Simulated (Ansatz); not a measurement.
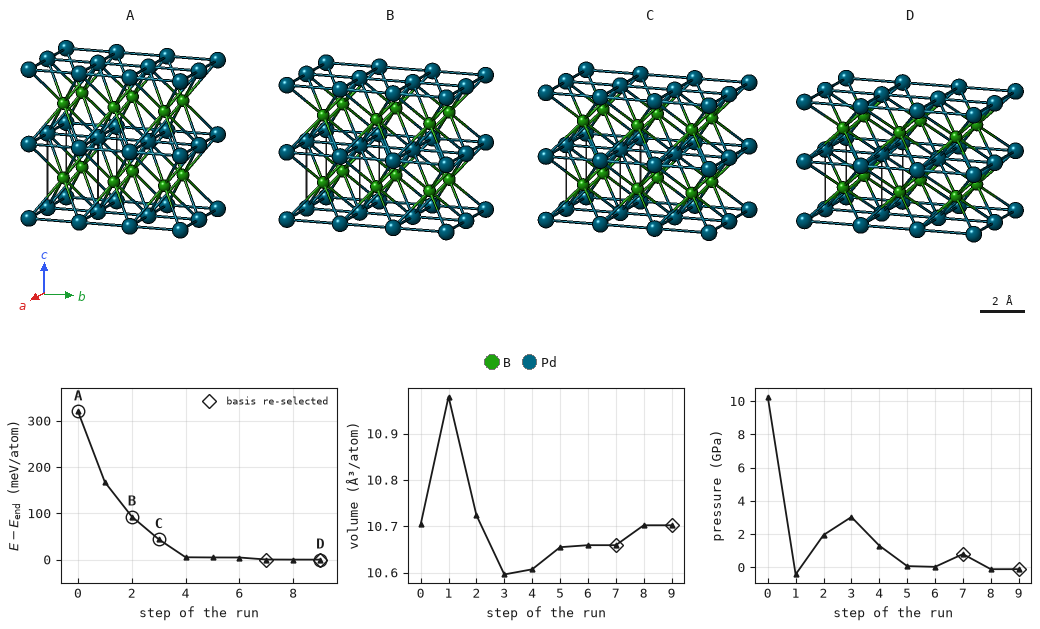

Frames of a relaxation of a crystal of BPd (a generated structure, set up in P4/mmm) (coarse preliminary run), marked on the history of the run. Style: ball-and-stick. Shown: the cell of the calculation, repeated 2 × 3 × 2 with one cell outlined, slightly off an axis.

Computed with DFT PBE, scalar-relativistic, plane waves, PAW (Ansatz 0.2.0).

Input
```yaml
crystal:
  lattice:
    - [2.47371956, 0.0, 0.0]
    - [0.0, 2.47371956, 0.0]
    - [0.0, 0.0, 3.49836774]
  atoms:
    - { symbol: B, position: [0.5, 0.5, 0.5] }
    - { symbol: Pd, position: [0.0, 0.0, 0.0] }
basis:
  ecutwfc: 420
kpoints:
  mp_grid: { grid: [8, 8, 6] }
hamiltonian:
  xc: pbe
scf:
  occupations: { method: gaussian, width: 0.1 }
  lower_state_search: "off"
output:
  forces: true
  stress: true
  eigenvalues: true
relax:
  adjacent_minimum: "off"
  f_tol: 0.04
  max_steps: 70
  cell: { stress_tol: 0.4 }
```

Command:
```bash
ansatz run input.yaml --threads 1 --pin off --max-ram 2048MiB --backend cpu --events-out ev --progress --plain --runs-dir out
```

Describe the path.

Answer. No atom moves by more than 0.005 Å relative to the cell. The drawn cell changes at constant volume: a = b 2.474 → 2.767 Å (+11.8 %), c 3.498 → 2.797 Å (−20.1 %). Among the contacts that change: Pd2–Pd2 2.474 → 2.767 Å, B1–Pd2 2.474 → 2.405 Å. The space group stays P4/mmm (No. 123). The energy falls by 320 meV per atom in 7 accepted moves (9 points after the start). All forces vanish by symmetry, so only the cell relaxes. The pressure goes from 10.27 to −0.11 GPa. The SCF was repeated twice at an unchanged geometry on a basis and grid sized afresh for the cell, which shifted the energy by 4.3 meV per atom at most. From step 0 to 2: volume +0.2 %, energy −227 meV per atom. From step 2 to 3: volume −1.2 %, energy −49.0 meV per atom. From step 3 to 9: volume +1.0 %, energy −44.0 meV per atom.

| step | E − E(0), meV/atom | pressure, GPa | volume, Å³/atom | note |
| --- | --- | --- | --- | --- |
| 0 | 0.00 | 10.27 | 10.704 |  |
| 1 | -152.82 | -0.43 | 10.980 |  |
| 2 | -227.19 | 1.95 | 10.724 |  |
| 3 | -276.20 | 3.03 | 10.596 |  |
| 4 | -315.15 | 1.31 | 10.607 |  |
| 5 | -315.55 | 0.07 | 10.655 |  |
| 6 | -315.66 | 0.03 | 10.659 |  |
| 7 | -320.00 | 0.80 | 10.659 | same geometry, new basis |
| 8 | -320.20 | -0.11 | 10.702 |  |
| 9 | -320.24 | -0.11 | 10.702 | same geometry, new basis |
